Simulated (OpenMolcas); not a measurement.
**One shape, several levels: singlet [AlNH3]+**

Aim: a comparison of 6 runs (HF/3-21G, BHLYP/cc-pVTZ, BLYP/cc-pVTZ, M06-2X/cc-pVTZ, PBE/cc-pVTZ, MP2/cc-pVTZ) of singlet [AlNH3]+. 

The results are computed with OpenMolcas 26.06.

1 further run of the same task is left out (set aside as unsound or not needed).

### Step 1. The molecule

[AlNH3]+ has 5 atoms, charge +1, and is taken as a singlet. As SMILES of the parent species, `[NH2][AlH]`. Geometry: relaxed at PBE0-D4/def2-TZVP. This is one conformer, not always the lowest. That shape belongs to the parent species and isn't relaxed for this state.

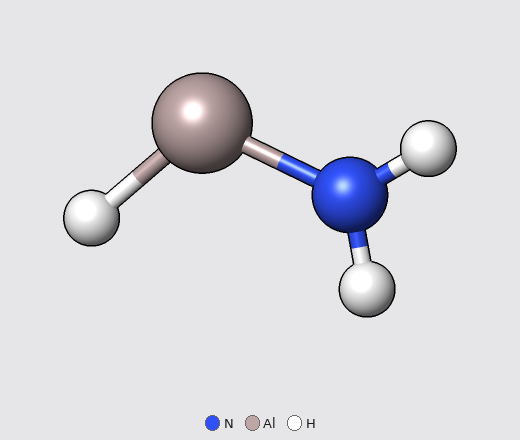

Viewed from a chosen angle; nitrogen blue, aluminium light grey, hydrogen white.

### Step 2. The energy at HF/3-21G (run 1)

The input, job.input:

```
>>> EXPORT MOLCAS_PRINT=2

&GATEWAY
  BASLIB
  $CurrDir
  COORD
  5
  angstrom
  N       -0.116600      -0.660800       0.175100
  Al       0.836600       0.833900       0.120800
  H        0.148500      -1.505300       0.655500
  H       -1.010300      -0.782800      -0.277400
  H        0.191800       2.041400      -0.715400
  BASIS
  3-21G
  GROUP
  NoSym

&SEWARD

&SCF
  CHARGE
  1
  THRESHOLDS
  1e-10 1e-07 1e-07 1e-05
  PRORBITALS
  1 2
```

The basis set 3-21G is read from a file made from the Basis Set Exchange's data (not shown).

The run is started by

```sh
$ export MOLCAS_MEM=1860
$ pymolcas job.input > job.log
```

Log:

```text
--- Start Module: gateway ---
[...]
--- Stop Module: gateway /rc=_RC_ALL_IS_WELL_ ---
--- Start Module: seward ---
[...]
      Basis functions           28
--- Stop Module: seward /rc=_RC_ALL_IS_WELL_ ---
[...]
--- Start Module: scf ---
[...]
       Convergence after  15 Iterations
[...]
::    Total SCF energy                               -296.2006072188
[...]
      Total spin, S                                     0.0000000000
[...]
      Total electronic charge=   22.000000
      Total            charge=    1.000000
[...]
      Dipole Moment (debye):
      Origin of the operator (angstrom)=    0.4605    0.2954    0.1221
                   X=  3.0126E+00               Y=  1.2594E+00               Z=  1.1908E+00           Total=  3.4757E+00
      Center of Charge (angstrom)
[...]
--- Stop Module: scf /rc=_RC_ALL_IS_WELL_ ---
[...]
```

Run time: 3.3 s. Hardware: 1 thread of AMD EPYC 7R43 (Zen 3), shared host; peak memory 0.37 GiB.

### Step 3. The energy at BHLYP/cc-pVTZ (run 2)

The input, geom.xyz:

```xyz
5

N     -0.116600    -0.660800     0.175100
Al     0.836600     0.833900     0.120800
H      0.148500    -1.505300     0.655500
H     -1.010300    -0.782800    -0.277400
H      0.191800     2.041400    -0.715400
```

The input, calc.input:

```
* AlH3N Kohn-Sham DFT
&GATEWAY
BASLIB
$CurrDir
COORD
geom.xyz
BASIS
cc-pVTZ
GROUP
NoSym
&SEWARD
GRIDINPUT
Grid=UltraFine
End of Grid
&SCF
CHARGE
1
KSDFT
HYB_GGA_XC_BHANDHLYP
THRESHOLDS
1e-10 1e-07 1e-07 1e-05
PRORBITALS
1 1
```

The basis set cc-pVTZ is read from a file made from the Basis Set Exchange's data (not shown).

The run is started by

```sh
$ export MOLCAS_MEM=1860
$ pymolcas calc.input > calc.log
```

Log:

```text
--- Start Module: gateway ---
[...]
--- Stop Module: gateway /rc=_RC_ALL_IS_WELL_ ---
--- Start Module: seward ---
[...]
      Basis functions          106
--- Stop Module: seward /rc=_RC_ALL_IS_WELL_ ---
[...]
--- Start Module: scf ---
[...]
       Convergence after  16 Iterations
[...]
::    Total KS-DFT energy                            -298.6818679367
[...]
      Total spin, S                                     0.0000000000
[...]
      Total electronic charge=   22.000000
      Total            charge=    1.000000
[...]
      Dipole Moment (debye):
      Origin of the operator (angstrom)=    0.4605    0.2954    0.1221
                   X=  2.7177E+00               Y=  1.4171E+00               Z=  9.6390E-01           Total=  3.2130E+00
      Center of Charge (angstrom)
[...]
--- Stop Module: scf /rc=_RC_ALL_IS_WELL_ ---
[...]
```

It took 50 s on 1 thread of AMD EPYC 7R43 (Zen 3), shared host; peak memory 0.61 GiB.

### Step 4. The energy at BLYP/cc-pVTZ (run 3)

The input, input.xyz:

```xyz
5

N     -0.116600    -0.660800     0.175100
Al     0.836600     0.833900     0.120800
H      0.148500    -1.505300     0.655500
H     -1.010300    -0.782800    -0.277400
H      0.191800     2.041400    -0.715400
```

The input, mol.input:

```
&GATEWAY
BasLib = $CurrDir
Coord = input.xyz
Basis = cc-pVTZ
Group = NoSym
&SEWARD
GridInput
Grid=UltraFine
End of Grid
&SCF
Charge = 1
KSDFT = BLYP
Thresholds = 1e-10 1e-07 1e-07 1e-05
PrOrbitals = 1 1
```

The basis set cc-pVTZ is read from a file made from the Basis Set Exchange's data (not shown).

The run is started by

```sh
$ export MOLCAS_MEM=1860
$ pymolcas mol.input > mol.log
```

Log:

```text
--- Start Module: gateway ---
[...]
--- Stop Module: gateway /rc=_RC_ALL_IS_WELL_ ---
--- Start Module: seward ---
[...]
      Basis functions          106
--- Stop Module: seward /rc=_RC_ALL_IS_WELL_ ---
[...]
--- Start Module: scf ---
[...]
       Convergence after  18 Iterations
[...]
::    Total KS-DFT energy                            -298.7034878037
[...]
      Total spin, S                                     0.0000000000
[...]
      Total electronic charge=   22.000000
      Total            charge=    1.000000
[...]
      Dipole Moment (debye):
      Origin of the operator (angstrom)=    0.4605    0.2954    0.1221
                   X=  2.2582E+00               Y=  1.1558E+00               Z=  8.0946E-01           Total=  2.6628E+00
      Center of Charge (angstrom)
[...]
--- Stop Module: scf /rc=_RC_ALL_IS_WELL_ ---
[...]
```

Wall time 51 s (1 thread of AMD EPYC 7R43 (Zen 3), shared host); peak memory 0.61 GiB.

Runs 4 to 5 aren't shown in full; the table further down has their settings and results.

### Step 5. The energy at MP2/cc-pVTZ (run 6)

The input, test.inp:

```
* AlH3N MP2

&gateway
 baslib=$CurrDir
 coord
 5
 angstrom
 N       -0.116600      -0.660800       0.175100
 Al       0.836600       0.833900       0.120800
 H        0.148500      -1.505300       0.655500
 H       -1.010300      -0.782800      -0.277400
 H        0.191800       2.041400      -0.715400
 basis=cc-pVTZ
 group=NoSym

&seward

&scf
 charge=1
 thresholds=1e-10 1e-07 1e-07 1e-05
 prorbitals=1

&mbpt2
 frozen=6
```

The basis set cc-pVTZ is read from a file made from the Basis Set Exchange's data (not shown).

The run is started by

```sh
$ export MOLCAS_MEM=1860
$ pymolcas test.inp > test.log
```

Log:

```text
--- Start Module: gateway ---
[...]
--- Stop Module: gateway /rc=_RC_ALL_IS_WELL_ ---
[...]
      Basis functions          106
[...]
--- Start Module: scf ---
[...]
       Convergence after  15 Iterations
[...]
::    Total SCF energy                               -297.8650304081
[...]
      Total spin, S                                     0.0000000000
[...]
      Total electronic charge=   22.000000
      Total            charge=    1.000000
[...]
      Dipole Moment (debye):
      Origin of the operator (angstrom)=    0.4605    0.2954    0.1221
                   X=  3.0895E+00               Y=  1.5202E+00               Z=  1.1315E+00           Total=  3.6245E+00
      Center of Charge (angstrom)
[...]
--- Stop Module: scf /rc=_RC_ALL_IS_WELL_ ---
[...]
--- Start Module: mbpt2 ---
[...]
WARNING!
Default frozen orbitals as non valence orbitals is overwritten by user input.
Default values:   3
[...]
       Reference weight ( Cref**2 )         =        0.91474
::    Total MBPT2 energy                             -298.1433995115
[...]
      Total MBPT2 calculations                           0.68      0.75
--- Stop Module: mbpt2 /rc=_RC_ALL_IS_WELL_ ---
[...]
```

Wall time 21 s (1 thread of AMD EPYC 7R43 (Zen 3), shared host); peak memory 0.61 GiB.

### Step 6. Overview of the runs

```tsv
run	level	integration grid	frozen core orbitals	energy (Eh)	HOMO energy (eV)	LUMO energy (eV)	HOMO–LUMO gap (eV)	wall time
1	HF/3-21G	–	–	-296.200607	-16.41	-6.93	9.48	3.3 s
2	BHLYP/cc-pVTZ	UltraFine	–	-298.681868	-14.62	-9.17	5.45	50 s
3	BLYP/cc-pVTZ	UltraFine	–	-298.703488	-12.00	-10.73	1.27	51 s
4	M06-2X/cc-pVTZ	UltraFine	–	-298.664873	-14.78	-9.38	5.39	74 s
5	PBE/cc-pVTZ	UltraFine	–	-298.506456	-12.13	-10.70	1.44	55 s
6	MP2/cc-pVTZ	–	6	-298.143400	-16.60	-7.02	9.58	21 s
```

### Step 7. Results

| quantity | value |
| --- | --- |
| run 6: total energy | -298.14340 Eh |
| run 6: HOMO energy (Hartree–Fock orbitals) | -16.60 eV |
| run 6: LUMO energy (Hartree–Fock orbitals) | -7.02 eV |
| run 6: HOMO–LUMO gap (Hartree–Fock orbitals) | 9.58 eV |
| run 6: correlation energy (6 core orbitals frozen) | -278.4 mEh |

In words: Over runs 1, 2, 3, 4, 5 the HOMO–LUMO gap runs from 1.27 eV (BLYP/cc-pVTZ) to 9.48 eV (HF/3-21G). The two ends differ in method and basis. Totals of different functionals can't be ranked against each other. All runs together took 4.3 min, the longest 74 s.
